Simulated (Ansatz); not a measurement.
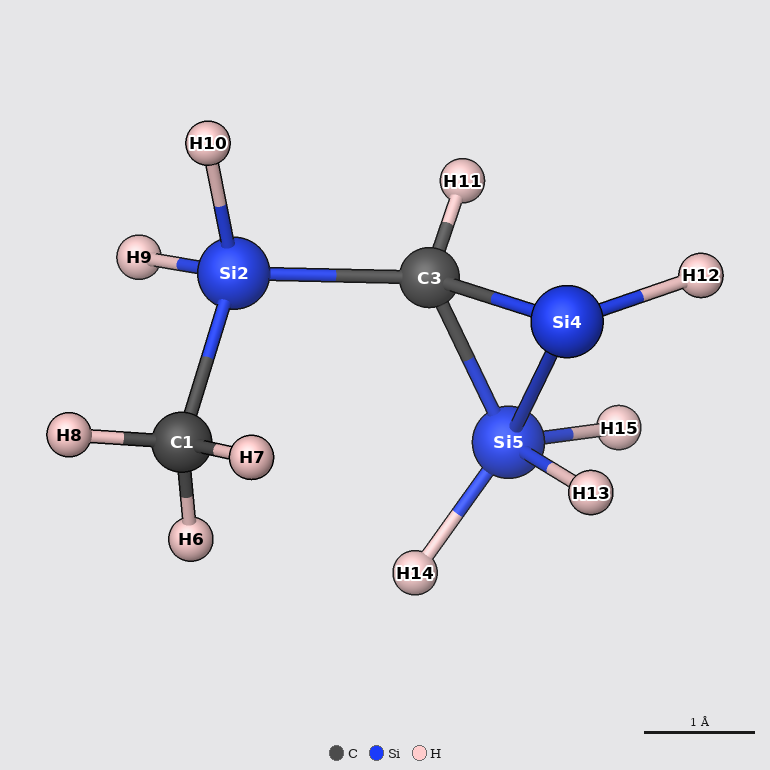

Orthographic view with a scale bar. Computed geometry: PBE0-D4/def2-TZVP optimisation. No frequency run is at hand to confirm it as a minimum.

Reconstruct the coordinates (Å) as seen: x to the right, y up, z towards the viewer, origin at the mean of the atomic positions.

```xyz
15
C2H10Si3
C   -1.74  -0.67   1.01
Si  -1.26   0.88   0.08
C    0.53   0.84  -0.42
Si   1.80   0.44   1.05
Si   1.26  -0.67  -1.13
H   -1.65  -1.56   0.38
H   -1.10  -0.81   1.89
H   -2.77  -0.60   1.36
H   -2.13   1.03  -1.13
H   -1.50   2.07   0.94
H    0.84   1.73  -0.98
H    3.03   0.86   0.24
H    2.02  -1.13   0.23
H    0.40  -1.87  -1.31
H    2.27  -0.54  -2.20
```
